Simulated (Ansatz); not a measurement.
H₆NSi₂ (charge −1)

```xyz
9

N     1.4250    0.3523   -0.1548
Si    0.8762   -0.8094    1.1812
Si    2.9665    1.0769   -0.0549
H    -0.5456   -0.2395    1.4303
H     0.3492   -1.9688    0.2944
H     0.8420    0.5736   -0.9540
H     3.1792    1.9769   -1.2552
H     4.1345    0.1245   -0.0573
H     3.1946    1.9542    1.1490
```

Geometry: PBE0-D3(BJ)/def2-SVPD.

Theory: isolated molecule in a Gaussian basis; Kohn-Sham density functional theory, functional PBE0 in Ansatz 0.2.0.

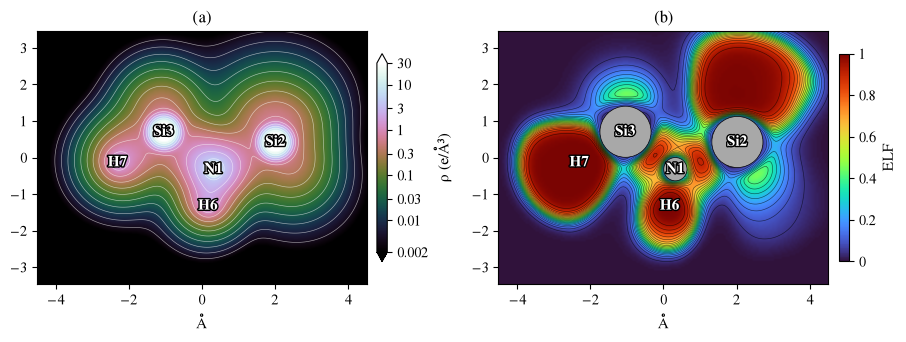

Figure 1. (a) electron density; (b) ELF on the plane of atoms Si2, N1 and Si3. Grey discs cover the atomic cores in the ELF map.

### What does the map show?

- The section cuts through N, Si and H sites.
- Si–N (1.71 Å): the density is about 1.1 e/Å³ at the midpoint; the ELF peaks at about 0.90 between the atoms, as expected for a shared but strongly polarised pair.
- N–H (1.01 Å): ρ at the midpoint is about 2.8 e/Å³; the ELF climbs to about 1 towards the hydrogen, as it does in any bond to H (an ordinary covalent bond to hydrogen).
- Si–N (1.85 Å): ρ is about 0.83 e/Å³ halfway; the ELF peaks at about 0.90 between the atoms, as expected for a polar covalent bond.
- Si–H (1.52 Å): the density is about 0.75 e/Å³ at the midpoint; the ELF climbs to about 1 towards the hydrogen.
- The ELF also peaks beside Si2, away from the bonds: lone-pair regions.

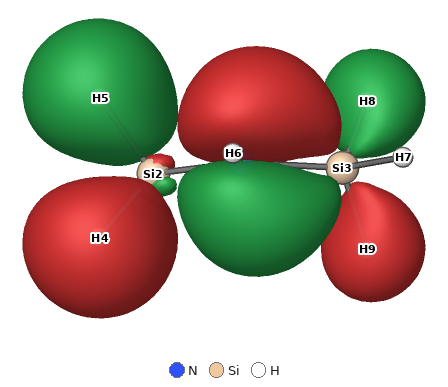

Figure 2. The HOMO−1 at ±0.06 Å⁻³ᐟ² (green and red are the two phases), seen from one side.

### Describe this orbital and give its energy.

Its weight (Hirshfeld) is mainly on N1 (about 40 %), Si2 (about 15 %), H4 (about 10 %) and H5 (about 10 %). Its energy is −2.09 eV.

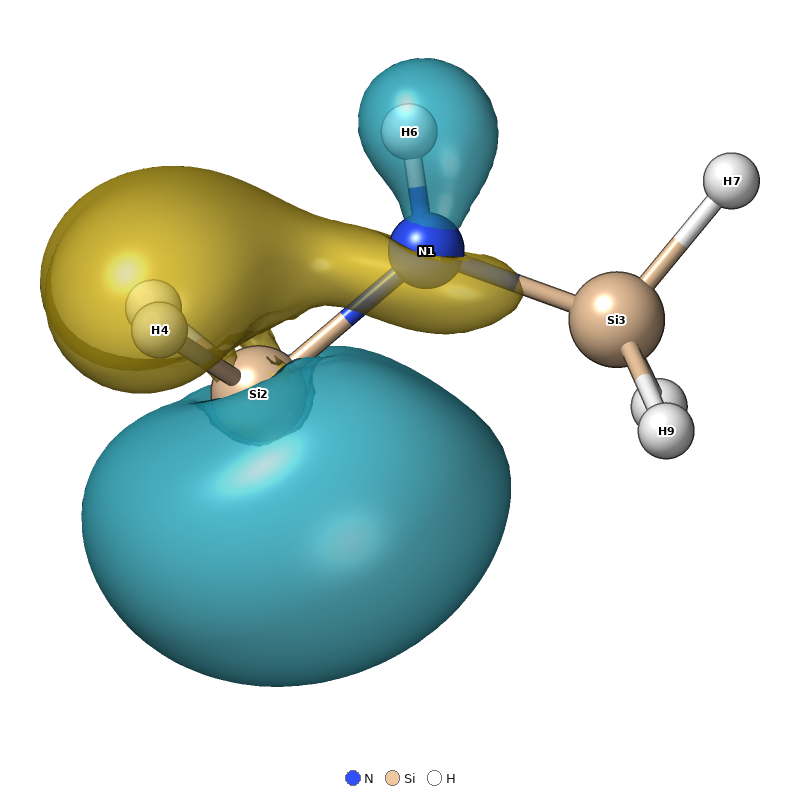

Figure 3. The HOMO at ±0.08 Å⁻³ᐟ² (yellow and cyan are the two phases), seen at a tilt.

### What is the character of this orbital?

Its weight (Hirshfeld) is mainly on Si2 (about 75 %), H4 (about 5 %) and H5 (about 5 %). Its energy is −0.23 eV.
